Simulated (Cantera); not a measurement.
Charge: 1 mol FeS, 0.36 mol H₂, held at 13.3 mbar.

Cantera equilibrium calculation (NASA polynomials, part measured and part estimated; ideal gas, pure solids and liquids). Candidate condensed phases: Fe, FeS, FeS₂, S; 8 gas species. Metal and sulfide melt together well below either melting point, which pure phases cannot show. Mutual solubility and eutectic melting of coexisting phases are not modelled. FeS: taken at fixed stoichiometry. Gases not in the tables: S₃ to S₇. The numbers say what is thermodynamically allowed, not how fast it happens.

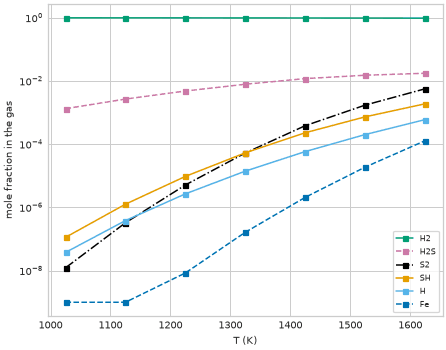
Fig. 1. Equilibrium gas composition (values under 1e-9 drawn at 1e-9)

From 1025 K to 1125 K the condensed part is Fe(α) + FeS(s). From 1225 K to 1425 K the condensed part is Fe(γ) + FeS(s). From 1525 K to 1625 K the condensed part is Fe(γ) + FeS(l).
